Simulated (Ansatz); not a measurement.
System: CdOs$_{3}$.

```
Cd Os
1.0
     3.95845    0.00000    0.00000
     0.00000    3.95845    0.00000
     0.00000    0.00000    3.95845
Cd Os
1 3
Direct
  0.00000 0.00000 0.00000
  0.00000 0.50000 0.50000
  0.50000 0.00000 0.50000
  0.50000 0.50000 0.00000
```

Space group Pm-3m; started from the Cu3Au (L1_2)_221 prototype, which need not be the ambient phase; computed without spin polarisation.

Method: Ansatz, DFT PBE, scalar-relativistic, plane waves, PAW.

What can the converged valence pseudo-density and electron localisation function tell about the bonding?

Cd–Os (2.80 Å): ρ is about 0.31 e/Å³ halfway; the ELF is about 0.25 at the midpoint: no localised pair shows between them.

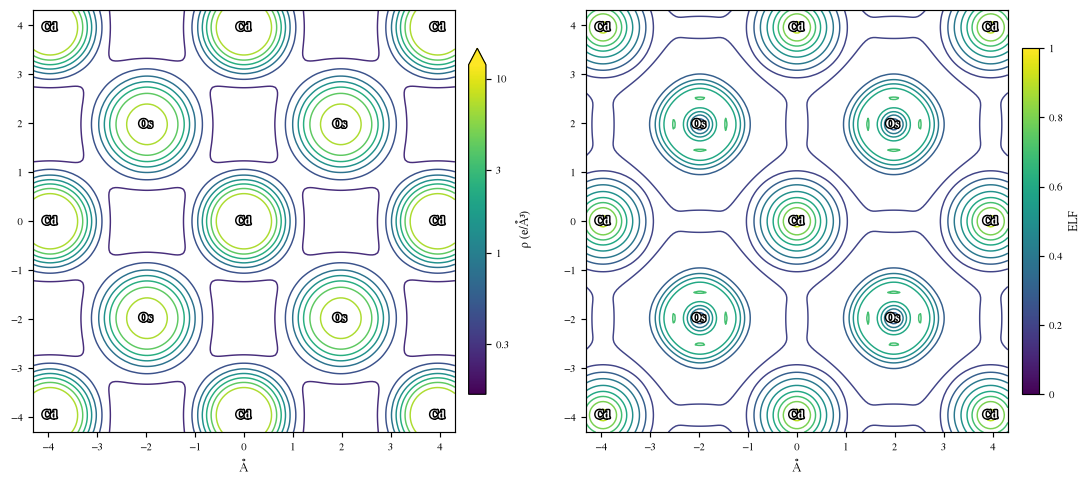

Computed valence pseudo-density and electron localisation function on the (001) plane of the conventional cell, in this order. 

Core electrons are frozen (PAW), and the valence fields are smoothed inside the atomic spheres.
